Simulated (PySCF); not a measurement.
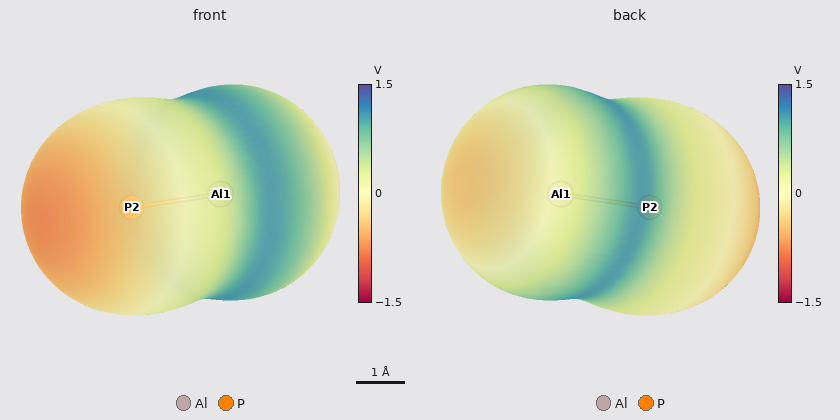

The picture shows: AlP (triplet). The molecular electrostatic potential painted on the density surface at 0.001 e/bohr³, seen from the front and from behind; the colour scale runs from red (negative) to blue (positive).

Theory: PBE0/def2-SVPD, non-relativistic Hamiltonian with scalar-relativistic core potentials where named, at a bond length of 2.438 Å in PySCF.

Q: Where is the surface potential most negative and most positive?

A: The most negative region (about −0.8 V, or −18 kcal/mol for a unit charge) lies over P2, the most positive (about +1.1 V, or +25 kcal/mol for a unit charge) over Al1.
